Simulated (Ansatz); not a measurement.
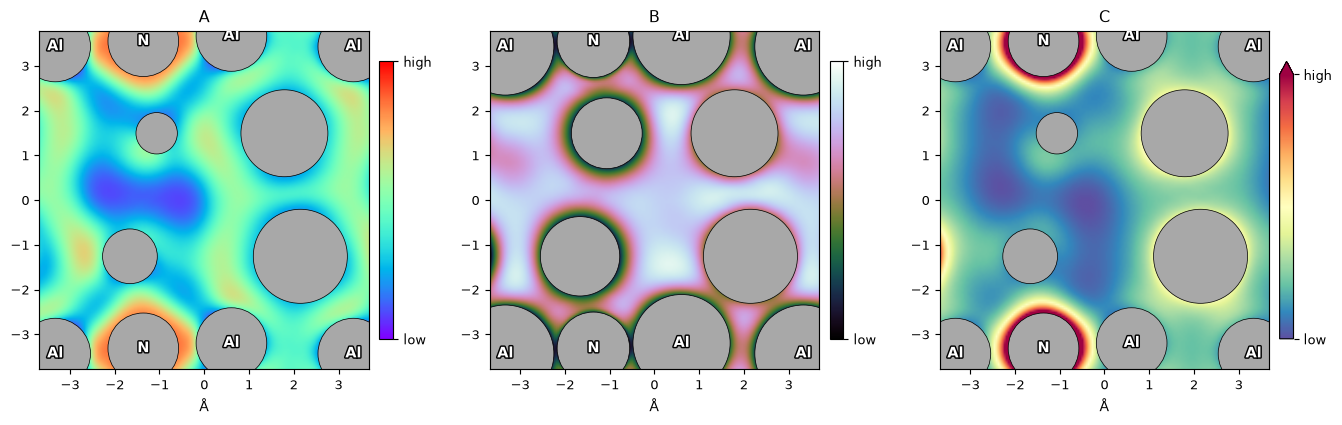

Al3RuN: 3 fields on the (110) plane of the conventional cell, with unlabelled colour scales. Grey discs cover the atomic cores.

Space group Pmma; a generated structure, not necessarily the stable one; changed on purpose from its base cell (volume × 1.03, shape and atoms relaxed); computed pressure about −5 GPa in this cell; computed without spin polarisation.

Theory: DFT PBE, scalar-relativistic, plane waves, PAW in Ansatz.

Q: Which field does each panel show? The fields are: electron localisation function, electrostatic potential energy of an electron and valence pseudo-density.

A: Panel A: electron localisation function. Panel B: electrostatic potential energy of an electron (low next to the atoms, rising into the space between them). Panel C: valence pseudo-density.
